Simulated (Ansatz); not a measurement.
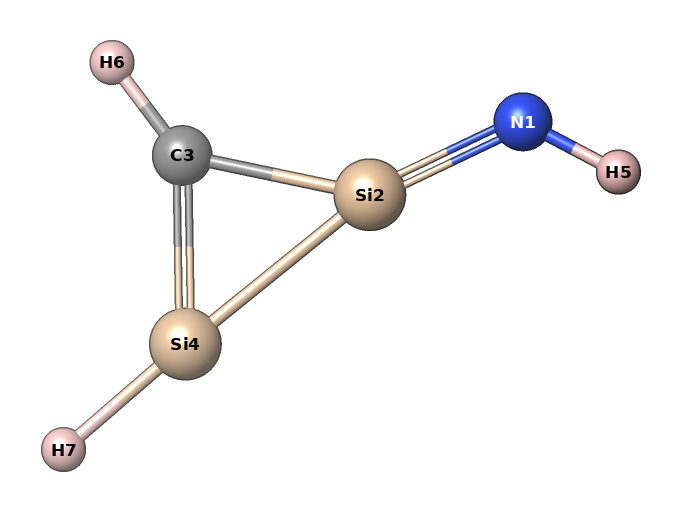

Depth is shown by fading: the farther an atom, the more it takes the colour of the background. The computed structure is the end point of a PBE0-D4/def2-TZVP optimisation. No frequency run is at hand to confirm it as a minimum.

> Find the stereocentres and stereogenic double bonds.

Double bonds: N1=Si2.

> Give the R/S and E/Z labels.

N1=Si2: Z.

> Give a SMILES with the stereochemistry.

[H]/N=[si]1/c[siH]1
